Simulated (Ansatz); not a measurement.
# Ligand exchange: CHBrI2 + GeH2(CH3)2 → CH2I2 + GeH(CH3)2Br

Species: CHBrI2 (bromodiiodomethane) `BrC(I)I`, singlet; GeH2(CH3)2, singlet; CH2I2 `ICI`, singlet; GeH(CH3)2Br, singlet. The partners trade Br for H: C–Br and Ge–H bonds give way to C–H and Ge–Br.

Shapes, held fixed at every level: PBE0-D4/def2-TZVP. Programs: Ansatz 0.2.0. Electronic energies: no zero-point or thermal term.

| level | kind | ΔE (kJ/mol) | less CCSD(T)/def2-TZVPP |
| --- | --- | --- | --- |
| HF/def2-TZVPP | Hartree–Fock | -211.7 | -32.9 |
| B3LYP-D4/def2-TZVPP | global hybrid | -178.8 | 0.0 |
| PBE0-D4/def2-TZVPP | global hybrid | -181.8 | -3.0 |
| wB97M-V/def2-TZVPP | range-separated hybrid | -182.7 | -3.9 |
| MP2/def2-TZVPP | perturbation theory | -175.7 | +3.1 |
| CCSD/def2-TZVPP | coupled cluster or CI | -184.1 | -5.3 |
| CCSD(T)/def2-TZVPP | coupled cluster or CI | -178.8 | 0.0 |

The highest level, CCSD(T)/def2-TZVPP, gives ΔE = -178.8 kJ/mol; the levels span -211.7 to -175.7. The column of differences is taken from that level and isn't an error. No measured value is set beside it here. For atoms past krypton def2 sets carry core potentials with scalar relativity. Relativity is left out for Br, Ge. Outer-core shells of Br, Ge, I are correlated, in sets that cover them unevenly.

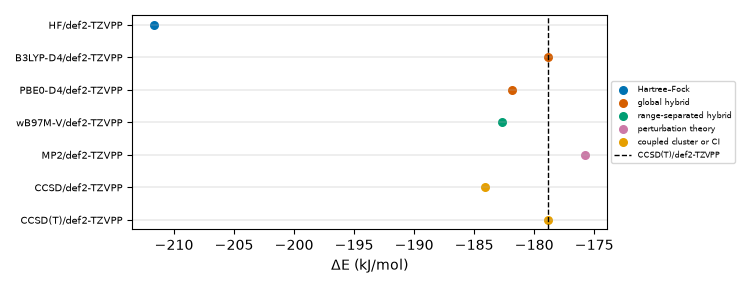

The values of the table, level by level.
